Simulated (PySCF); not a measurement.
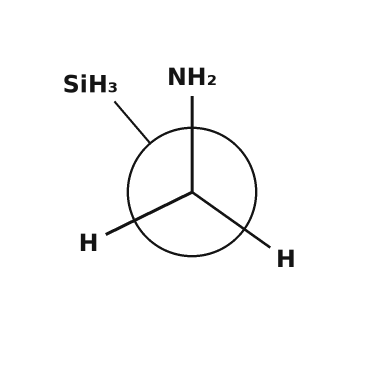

A Newman projection along the Si–S bond, silicon in front; angles are drawn as computed, but eclipsed bonds slightly apart. Computed geometry: PBE0-D3(BJ)/def2-SVP optimisation. No frequency run is at hand to confirm it as a minimum.

Which molecule is it?

Answer. H7NSSi2, N[SiH2]S[SiH3]

What is the torsion angle from the front NH2 to the back SiH3? The sign is positive where the front bond must turn clockwise to cover the back bond.

Answer. −41°, synclinal (gauche).
